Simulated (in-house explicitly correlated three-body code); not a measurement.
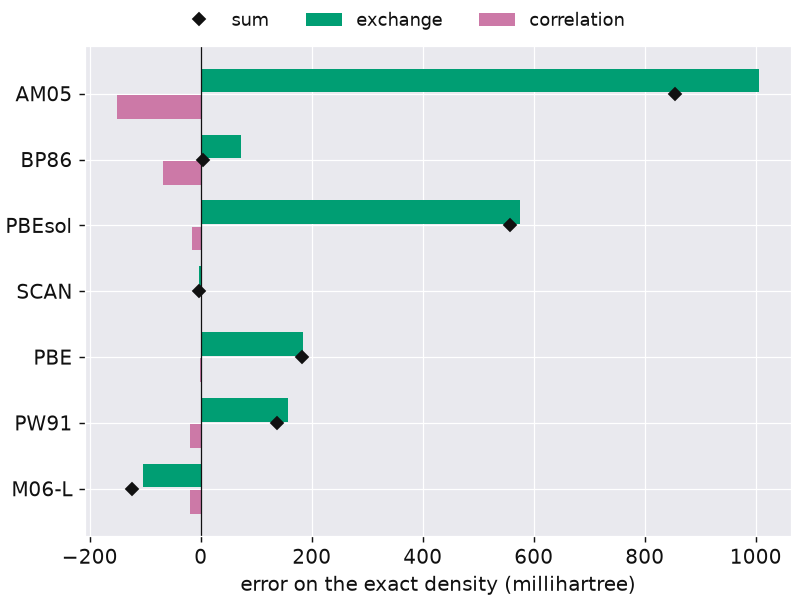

Two electrons around a point charge Z = 15.013. Computed variationally in 260 exponentially correlated functions with an in-house code, non-relativistic, converged to about 10⁻⁸ of the energy. The exact exchange and correlation energies are −9161 and −46.00 millihartree. The plot shows the errors of AM05, BP86, M06-L, PBE, PBEsol, PW91 and SCAN, evaluated on the exact density.

> Rank the functionals.

By the size of the summed error (millihartree): SCAN −2.6, BP86 +4.0, M06-L −124, PW91 +137, PBE +182, PBEsol +558, AM05 +855. Errors of exchange and correlation cancel by a quarter or more for SCAN (−4.0 and +1.3) and BP86 (+73 and −69).
